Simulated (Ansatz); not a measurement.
Process, species as SMILES: CS (CH3-SH) → CH4S+ (doublet, bonded as CS) + e-
B3LYP-D3(BJ)/def2-TZVP geometries, fixed; electronic energies without zero-point terms.
Largest species:
```
C
H 1 1.0879
H 1 1.0879 2 110.33
H 1 1.0886 2 108.79 3 -119.26
S 1 1.8231 2 111.32 4 -116.63
H 5 1.3429 1 97.06 2 -61.78
```

Basis-set convergence of the adiabatic ionisation energy at CCSD(T) with Ansatz (an electronic-structure program). Cartesian d functions, on some or all atoms, in 6-31+G*; all else is spherical. Cores are frozen. Open shells are unrestricted. No added dispersion term, no relativity. Functions are those of the species that has most. Reference: Hartree-Fock in cc-pV(Q+d)Z plus the correlation part extrapolated as X^-3 from cc-pV(T+d)Z and cc-pV(Q+d)Z, 9.509 eV, itself unsure by roughly 0.025 eV (a third of the extrapolation step and of the last Hartree-Fock step). Deviations are taken from unrounded values.

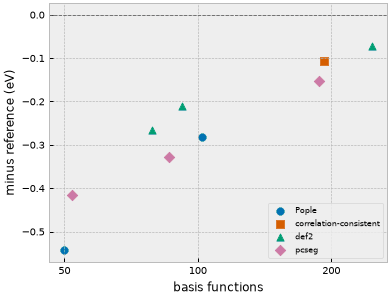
Deviation from the reference against the number of basis functions, by family of sets.

```tsv
basis	functions	adiabatic ionisation energy (eV)	minus reference (eV)
6-31+G*	50	8.966	-0.543
pcseg-1	52	9.095	-0.415
def2-SVPD	79	9.243	-0.267
aug-pcseg-1	86	9.180	-0.329
def2-TZVP	92	9.300	-0.210
6-311++G(2d,2p)	102	9.227	-0.282
aug-pcseg-2	188	9.358	-0.152
aug-cc-pV(T+d)Z	193	9.403	-0.106
def2-QZVPP	247	9.438	-0.071
```
